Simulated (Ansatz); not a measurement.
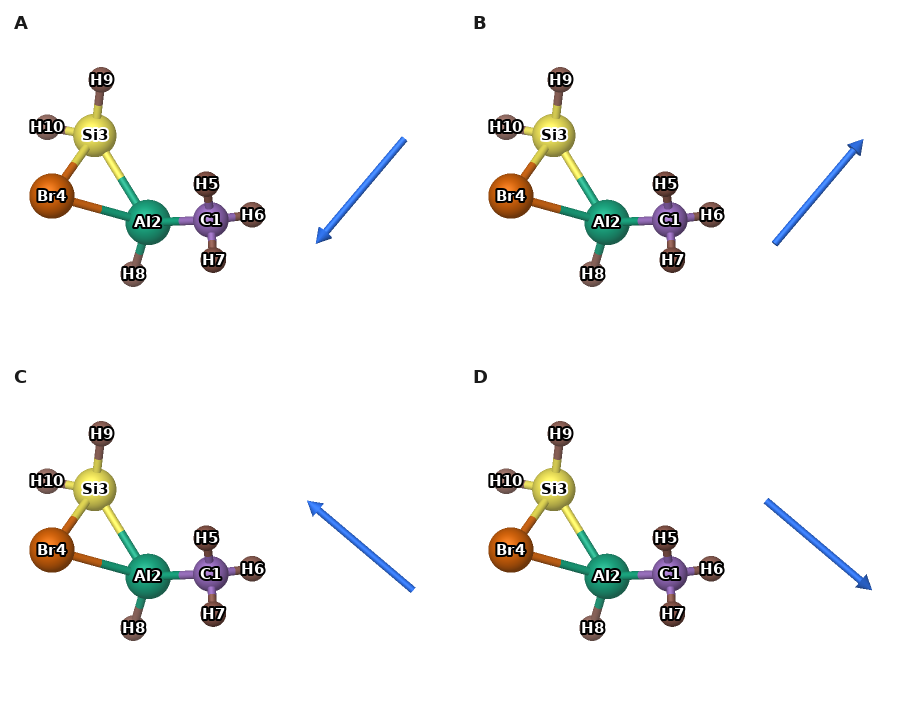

The same molecule four times, each with an arrow. Computed geometry: PBE-D4/def2-SVP optimisation. No frequency run is at hand to confirm it as a minimum. Level of theory: RKS PBE-D4/def2-SVP (Ansatz 0.2.0).

### Which arrow points along the dipole moment, from the negative to the positive end?

B. The dipole moment is 1.23 D; it points from the side of Br4 to the side of H9 (the outermost atoms at the two ends).
